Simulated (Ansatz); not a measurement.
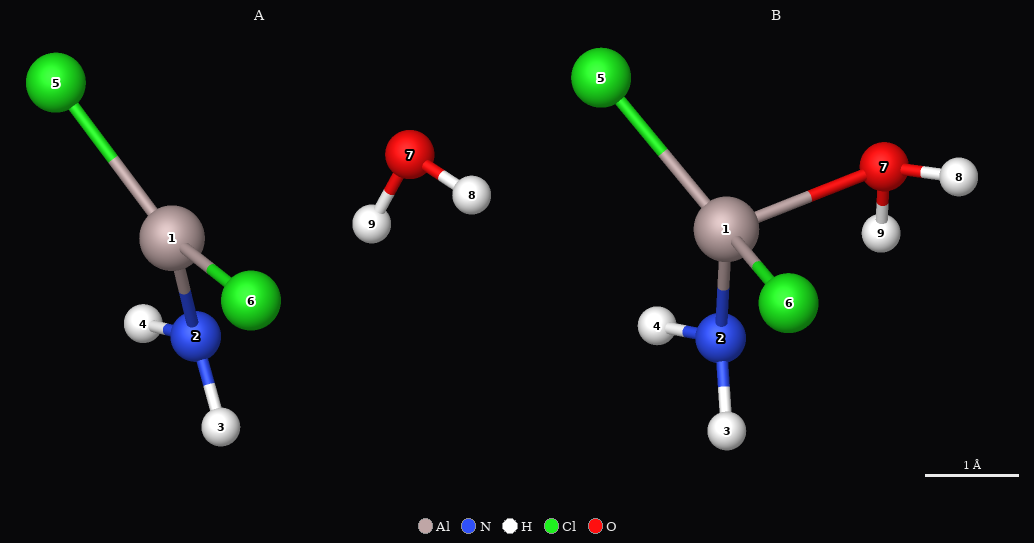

Two geometries of AlNH4OCl2, drawn at one scale. One is the start of a relaxation, the other its converged end. A ball-and-stick model, seen from a free direction.

These are results of RKS B3LYP/def2-SVP in Ansatz, not measurements. Set-up: no spin polarisation; force threshold 0.03 eV/Å; at most 50 steps.

**Which geometry has the lower energy?**

Structure B is the relaxed one. The run prepares an end point of a later path (reaction) calculation, from a guessed geometry. Over 8 geometry steps the energy falls by 0.766 eV. The largest force component goes from 1.7 to 0.025 eV/Å. O7 moves most after the best rigid fit: 0.53 Å. Largest moves by element: O 0.53 Å, Al 0.46 Å, H 0.43 Å, Cl 0.32 Å, N 0.12 Å. Some distances before and after: Al1–O7 2.962 → 1.978 Å, Al1–H9 2.737 → 2.201 Å, Al1–N2 1.867 → 1.824 Å, Al1–Cl6 2.101 → 2.134 Å. New bonds form, among them: Al1–O7 (2.96 → 1.98 Å). Among the angles between lasting bonds that change: H8–O7–H9 103.4° → 109.1°, Cl5–Al1–Cl6 122.0° → 118.5°, H3–N2–H4 110.3° → 107.6°.

Limits of the set-up: the start holds two separate molecules, 2.3 Å apart at their closest, whose relative position is a soft coordinate and is computed without a dispersion correction.
